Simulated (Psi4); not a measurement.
# GaHCl2O (SMILES [OH][Ga]([Cl])[Cl]): DSD-PBEP86/def2-SVP (density fitting for correlation)

What is the vertical ionisation energy of GaHCl2O at DSD-PBEP86/def2-SVP (density fitting for correlation)? 

The calculation is run with Psi4 1.11.

1 further run of the same task is left out (it didn't finish).

## Step 1: The structure to begin with

The species is GaHCl2O (5 atoms), meant as a singlet with charge 0. SMILES: `[OH][Ga]([Cl])[Cl]`. Geometry: relaxed at PBE0-D4/def2-TZVP.

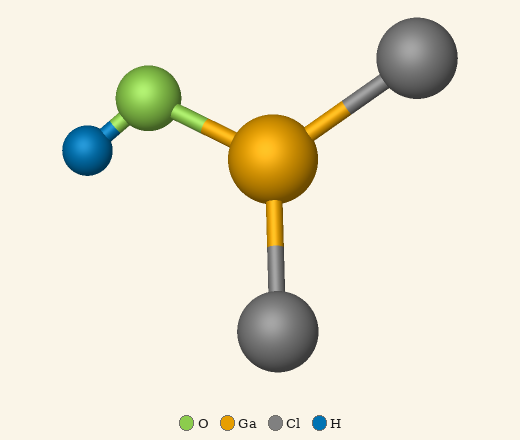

Viewed from a chosen angle; oxygen green, gallium amber, chlorine grey, hydrogen blue.

## Step 2: A single-point energy at DSD-PBEP86/def2-SVP (density fitting for correlation)

Input file input.dat:

```
memory 2200 mb

molecule {
  O      0.254500     1.354600     0.245900
  Ga     0.118500    -0.394500     0.056800
  Cl     1.500000    -1.634900     1.057700
  Cl    -1.407900    -1.236300    -1.155800
  H     -0.415200     1.837400    -0.246000
  units angstrom
  symmetry c1
}

set basis def2-SVP
set puream true
set e_convergence 1e-09
set d_convergence 1e-08
set scf_type pk
set dft_radial_points 99
set dft_spherical_points 590
set num_frozen_docc 20

energy_value, wavefunction = energy("dsd-pbep86", return_wfn=True)
```

Command:

```
$ psi4 -n 1 input.dat output.dat
```

output.dat:

```text
[...]
  Running in c1 symmetry.
[...]
  Nuclear repulsion =  438.684256215280755
[...]
  Multiplicity = 1
[...]
  Nalpha       = 37
  Nbeta        = 37
[...]
    Number of basis functions: 87
[...]
   @RKS iter   1: -2917.18371534448079   -2.62379e+00   2.70159e-02 DIIS/ADIIS
[...]
   @RKS iter  12: -2918.65682155032255   -5.45697e-12   4.54895e-09 DIIS
[...]
    Orbital Energies [Eh]
    ---------------------
    Doubly Occupied:
       1A   -376.666077     2A   -103.649904     3A   -103.647224
       4A    -47.436214     5A    -41.919921     6A    -41.916467
       7A    -41.915263     8A    -20.072071     9A    -10.186346
      10A    -10.183838    11A     -7.757745    12A     -7.755312
      13A     -7.754252    14A     -7.753935    15A     -7.751708
      16A     -7.751318    17A     -6.159861    18A     -4.323651
      19A     -4.318795    20A     -4.316048    21A     -1.223489
      22A     -1.156665    23A     -1.154035    24A     -1.149817
      25A     -1.148186    26A     -1.123152    27A     -1.001721
      28A     -0.987597    29A     -0.634948    30A     -0.551964
      31A     -0.491952    32A     -0.469021    33A     -0.466100
      34A     -0.436779    35A     -0.431475    36A     -0.428266
[...]
  @RKS Final Energy: -2918.65682155032255
   => Energetics <=
    Nuclear Repulsion Energy =            438.6842562152807545
    One-Electron Energy =               -4933.5385139894697204
    Two-Electron Energy =                1616.0760999275232734
    DFT Exchange-Correlation Energy =     -39.8786637036566773
    Empirical Dispersion Energy =           0.0000000000000000
    VV10 Nonlocal Energy =                  0.0000000000000000
    Total Energy =                      -2918.6568215503220927
[...]
 Multipole Moments:
 ------------------------------------------------------------------------------------
     Multipole            Electronic (a.u.)      Nuclear  (a.u.)        Total (a.u.)
 ------------------------------------------------------------------------------------
 L = 1.  Multiply by 2.5417464519 to convert [e a0] to [Debye]
 Dipole X            :          0.1170322           -0.5305625           -0.4135303
 Dipole Y            :         -1.6006805            1.9761843            0.3755037
 Dipole Z            :          0.0122478           -0.3124848           -0.3002370
 Magnitude           :                                                    0.6341550
[...]
```

It took 6.6 s on 1 thread of Intel Xeon 6975P-C (Granite Rapids), shared host; peak memory 0.81 GiB.

## Step 3: The doublet cation

Input file input.dat:

```
memory 2200 mb

molecule {
  1 2
  O      0.48093530     2.55982301     0.46468365
  Ga     0.22393255    -0.74549696     0.10733644
  Cl     2.83458919    -3.08951324     1.99876332
  Cl    -2.66054541    -2.33626841    -2.18414545
  H     -0.78461429     3.47218278    -0.46487263
  units au
  symmetry c1
}

set globals {
  basis def2-SVP
  reference uks
  puream true
  e_convergence 1e-09
  d_convergence 1e-08
  scf_type pk
  dft_radial_points 99
  dft_spherical_points 590
  num_frozen_docc 20
  maxiter 100
}

e_tot, wfn = energy("dsd-pbep86", return_wfn=True)
```

Command:

```
$ psi4 -n 1 input.dat output.dat
```

output.dat:

```text
[...]
  Running in c1 symmetry.
[...]
  Nuclear repulsion =  438.684256498237346
[...]
  Multiplicity = 2
[...]
  Nalpha       = 37
  Nbeta        = 36
[...]
    Number of basis functions: 87
[...]
   @UKS iter   1: -2916.69055146577784   -2.13063e+00   2.72417e-02 DIIS/ADIIS
[...]
   @UKS iter  23: -2918.22206663722409    2.72848e-12   3.68299e-09 DIIS
[...]
   @S^2 Observed:                7.812883347E-01
[...]
    Orbital Energies [Eh]
    ---------------------
    Alpha Occupied:
       1A   -376.895749     2A   -103.957204     3A   -103.936535
       4A    -47.666139     5A    -42.149480     6A    -42.146806
       7A    -42.145089     8A    -20.260177     9A    -10.491767
      10A    -10.471163    11A     -8.071962    12A     -8.058708
      13A     -8.055846    14A     -8.049891    15A     -8.038449
      16A     -8.035692    17A     -6.389311    18A     -4.551910
      19A     -4.549815    20A     -4.544919    21A     -1.422256
      22A     -1.391336    23A     -1.389104    24A     -1.379417
      25A     -1.375888    26A     -1.335433    27A     -1.291799
      28A     -1.269693    29A     -0.838679    30A     -0.793422
      31A     -0.750976    32A     -0.736078    33A     -0.714436
      34A     -0.712634    35A     -0.690654    36A     -0.656438
[...]
  @UKS Final Energy: -2918.22206663722409
   => Energetics <=
    Nuclear Repulsion Energy =            438.6842564982373460
    One-Electron Energy =               -4915.1764937204225134
    Two-Electron Energy =                1598.0334682532902661
    DFT Exchange-Correlation Energy =     -39.7632976683294643
    Empirical Dispersion Energy =           0.0000000000000000
    VV10 Nonlocal Energy =                  0.0000000000000000
    Total Energy =                      -2918.2220666372245432
[...]
 Multipole Moments:
 ------------------------------------------------------------------------------------
     Multipole            Electronic (a.u.)      Nuclear  (a.u.)        Total (a.u.)
 ------------------------------------------------------------------------------------
 L = 1.  Multiply by 2.5417464519 to convert [e a0] to [Debye]
 Dipole X            :         -0.0991526           -0.5305625           -0.6297151
 Dipole Y            :         -2.3991441            1.9761843           -0.4229598
 Dipole Z            :         -0.1923023           -0.3124848           -0.5047871
 Magnitude           :                                                    0.9111784
[...]
```

It took 13 s on 1 thread of Intel Xeon 6975P-C (Granite Rapids), shared host; peak memory 0.81 GiB.

## Step 4: Results

At DSD-PBEP86/def2-SVP (density fitting for correlation), 20 core orbitals frozen:

| quantity | value |
| --- | --- |
| singlet GaHCl2O: total energy | -2919.00040 Eh |
| singlet GaHCl2O: HOMO energy (SCF part's orbitals) | -11.47 eV |
| singlet GaHCl2O: LUMO energy (SCF part's orbitals) | 0.73 eV |
| singlet GaHCl2O: HOMO–LUMO gap (SCF part's orbitals) | 12.20 eV |
| doublet cation: total energy | -2918.56657 Eh |
| doublet cation: HOMO energy (SCF part's orbitals) (highest over α and β) | -16.26 eV |
| doublet cation: LUMO energy (SCF part's orbitals) (lowest over α and β) | -12.15 eV |
| doublet cation: ⟨S²⟩ | 0.781 |
| vertical ionisation energy (to the doublet cation) | 11.805 eV |

Removing an electron at fixed nuclei costs 11.80 eV (272 kcal/mol). −ε(HOMO) before ionisation, 11.47 eV, is 0.33 eV below this ionisation energy.
